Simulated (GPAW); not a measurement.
Band structure of ZnO (P6_3mc, 4 atoms in the cell).

```
CELL_PARAMETERS angstrom
      3.23735     0.00000     0.00000
     -1.61868     2.80363     0.00000
      0.00000     0.00000     5.22206
ATOMIC_POSITIONS crystal
  Zn 0.66667 0.33333 0.50059
  Zn 0.33333 0.66667 0.00059
  O  0.66667 0.33333 0.87972
  O  0.33333 0.66667 0.37972
```

Level of theory: PBE, GPAW PAW datasets PBE (gpaw-data 1.0.1) (plane waves; GPAW 25.7.0).

Settings: mode = pw; ecut = 950 eV; xc = PBE; kpts = 8 8 5; mesh shift (steps) = 0 0 0; occupations.name = fermi-dirac; occupations.width = 0.02 eV; nbands = -4; convergence.density = 1e-05 e/electron; convergence.energy = 1e-05 eV/electron; convergence.bands = -2; symmetry.symmorphic = false; symmetry.tolerance = 0.0005; maxiter = 150.

The starting cell comes from a database of computed structures (which also holds hypothetical and non-ambient phases and stackings), without a prior relaxation at this level.

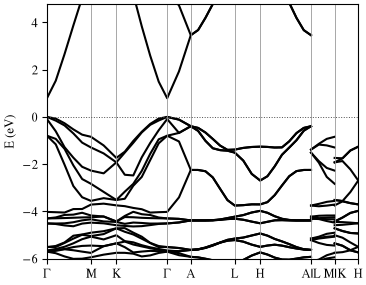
Figure. Bands along the path, energies from the top of the valence band on the SCF mesh.

**Question.** Read off roughly the gap and where its edges lie.

**Answer.** The gap along the path is about 0.8 eV (computed: 0.79 eV), direct at Γ to within 0.01 eV.

Levels in eV from the top of the valence band on the SCF mesh, bands 15 to 22:
```
point     15     16     17     18    19    20     21     22
-----  -----  -----  -----  -----  ----  ----  -----  -----
Γ      -0.80  -0.09   0.00   0.00  0.79  5.25   8.20  12.93
M      -2.83  -2.27  -1.29  -0.84  5.80  6.87   7.57   8.54
K      -3.52  -1.92  -1.92  -1.74  7.65  7.72   7.72   8.16
A      -0.39  -0.39  -0.39  -0.39  3.46  3.46  10.08  10.08
L      -1.51  -1.51  -1.38  -1.38  5.72  5.72   8.45   8.45
H      -2.69  -2.69  -1.26  -1.26  8.00  8.00   8.01   8.01
```
